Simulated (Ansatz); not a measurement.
# Compressing and expanding a frame of glassy nearly rigid 58SiO2-7Al2O3-4FeO-16MgO-13CaO-2Na2O (mol %) from 1700 K (126 atoms): runs compared

How stiff is a frame of glassy nearly rigid 58SiO2-7Al2O3-4FeO-16MgO-13CaO-2Na2O (mol %) from 1700 K (126 atoms)?

Computed with Ansatz 0.2.0: Kohn-Sham DFT, RPBE, PAW (set soft_2), plane waves.

**1. The cell as built**

The cell holds 126 atoms: 26 Si, 6 Al, 2 Fe, 7 Mg, 6 Ca, 2 Na and 77 O. Its edges and angles: a = 12.005 Å, b = 12.005 Å, c = 12.005 Å, α = 90.0°, β = 90.0°, γ = 90.0°. 126 atoms (26 Si, 6 Al, 2 Fe, 7 Mg, 6 Ca, 2 Na, 77 O) placed at random at 2.58 g/cm³, melted at 3000 K for 20 ps at fixed volume with the Buckingham and Coulomb pair potential of Guillot and Sator (Geochim. Cosmochim. Acta 71, 1249 (2007)) with the boron terms of Wang et al. (J. Non-Cryst. Solids 498, 294 (2018)). Snapshot at the end of a hold of 10 ps at 1700 K and fixed volume.

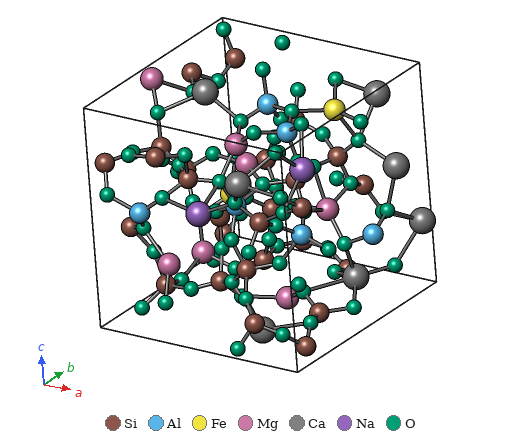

The cell as built. Bonds to atoms that aren't drawn are left out. Some periodic images of atoms are drawn too.

What the set-up can't give: The starting topology of bonds comes from the classical model, and needn't be the one that DFT or experiment would give. Without a Hubbard term or exact exchange, open shells on Fe are likely too delocalised. Sampling is at Γ alone.

**2. The reference run**

The reference is a single point at the end of the relaxation.

Every strained cell starts from the geometry of this run, and its atoms are relaxed with the cell held.

Its input, with most atom lines left out:

```yaml
crystal:
  lattice:
    - [12.2109, 0.40525, 0.15338]
    - [0.40525, 12.20802, 0.08756]
    - [0.15338, 0.08756, 12.19076]
  atoms:
    - { symbol: Si, position: [0.69554, 0.9537, 0.42778] }
    - { symbol: Si, position: [0.38438, 0.94304, 0.05809] }
    - { symbol: Si, position: [0.69432, 0.48866, 0.57658] }
    - { symbol: Si, position: [0.44612, 0.83045, 0.66113] }
    - { symbol: Si, position: [0.34499, 0.33795, 0.16265] }
    - { symbol: Si, position: [0.10134, 0.52472, 0.53723] }
    - { symbol: Si, position: [0.01306, 0.09487, 0.66902] }
    [... atom lines 8 to 126 left out ...]
magnetization:
  spin_polarized: true
kpoints:
  mp_grid: { grid: [1, 1, 1] }
hamiltonian:
  xc: rpbe
scf:
  occupations: { method: gaussian, width: 0.05 }
  lower_state_search: "off"
output:
  forces: true
  stress: true
  populations: true
  dos:
    method: { smearing: { sigma: 0.08 } }
    de: 0.1
    projected: { site_lists: { Al: [Al], Ca: [Ca], Fe: [Fe], Mg: [Mg], Na: [Na] } }
  eigenvalues: true
  write_density: true
  write_potential: true
  volumetric_format: npy
  elf: true
```

* free energy per atom: -795.1639 eV/atom
* r.m.s. force component: 0.00611 eV/Å
* pressure: 0.009853 GPa
* total moment: -8 μB

Filled and empty levels are parted by 0.494 eV (at Γ alone); a semilocal functional tends to put such gaps too low. In a disordered cell it changes from sample to sample, and tail or defect levels can set it.

**3. The runs**

Each row is one run, on 4 threads of Arm Neoverse V2, shared host. The free energy is the program's total, comparable only between runs with the same functional, potentials and atoms.

```csv
run,atoms,outcome,"ionic steps, all passes",free energy (eV),time,host memory (GiB)
Single point at the start,126,converged,-,-100155.615,2 min,4.4
Cell and atoms relaxed,126,converged,31,-100190.655,31 min,4.8
Single point at the relaxed geometry,126,converged,-,-100190.655,2.3 min,4.8
Volume -3 %,126,converged,7,-100190.387,7.4 min,4.6
Volume +3 %,126,converged,8,-100190.420,9.2 min,5.0
Volume -6 %,126,converged,12,-100189.572,12 min,4.5
Volume +6 %,126,converged,8,-100189.722,9.7 min,5.1
Volume -10 %,126,cut at the time limit,12,-100187.581,16 min,4.3
```

In some runs the program notes that the SCF threshold is loose for the stress.

**4. Pressure against volume**

Atoms are relaxed at each volume, in the scaled cell.

```
volume change (%)  volume (Å³/atom)  energy change (meV/atom)  pressure (GPa)  largest move on relaxing (Å)  bonds  gap (eV)
               -6            13.540                      8.60            3.24                          0.33    204               0.347
               -3            13.972                      2.13            1.58                          0.13    200               0.412
               +0            14.404                      0.00            0.01                             -    197               0.494
               +3            14.836                      1.87           -1.39                          0.17    197               0.555
               +6            15.268                      7.41           -2.70                          0.32    193               0.614
```

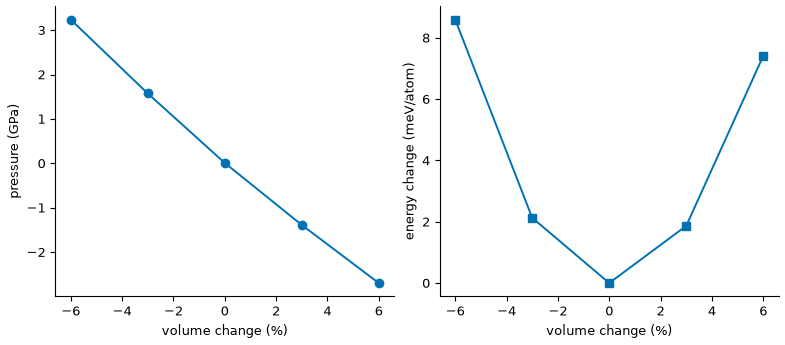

Pressure and energy against volume.

**5. Findings**

The bulk modulus, from the slope of pressure against ln V over the three points nearest the relaxed volume, is 49.4 GPa; a quadratic over all points gives a pressure derivative of about 1.8. The count of bonds runs from 193 to 204 over the series, so at some points contacts cross the cutoffs. The gap goes from 0.347 eV at the smallest volume to 0.614 eV at the largest, +2.3 eV per unit of ln V by a straight line, on the run's k-points.

Caveats: Strains are finite and relaxations stop at the force tolerance of the input, which can leave moduli too stiff; they are those of a static cell at zero temperature. Volumes are changed with the cell's shape held, so in an anisotropic solid the modulus lies over the one under free hydrostatic load. The program notes that the SCF threshold of the relaxations is loose for the stress. In the spin-polarised runs the search for a state of lower energy was switched off. The run was spin polarised, started with 2 parallel moments, ending at -8.0 μB in the cell; that starting order needn't be the real material's, and it bears on forces, charges and levels. With open d shells in the cell, the gap can be one between d levels of these ions, not the gap of the host.

The DFT runs together took 90 min of wall time.

[Logs are printed without paths, hosts, clocks, repeated set-up lines and the standing remarks that a program may print on its own settings, such as how far it seeks lower states.]

[Hosts, paths, dates, database ids (printed as entryN), source tags and the programs' standing remarks are cut or masked in the printed files.]
